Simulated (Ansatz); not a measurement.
Take Al2O3 in the corundum structure (space group R-3c, No. 167; a = 4.729 Å, c = 12.892 Å (hexagonal axes)) as the base.

Modification: every lattice vector is shortened by 2.25 %; the atoms relax in the strained cell.

The values are results of LDA (Ansatz, an electronic-structure program, PAW, spin-orbit coupling left out), not measurements.

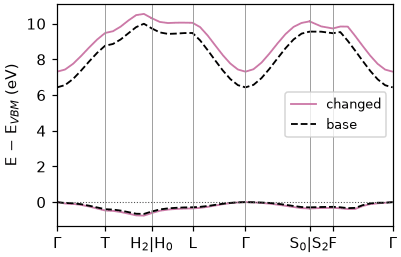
Figure: Highest valence and lowest conduction band along the path, each from its own valence-band maximum

The gap is 7.31 eV, direct at Γ; the base has 6.43 eV.

No phonon test of stability was made.
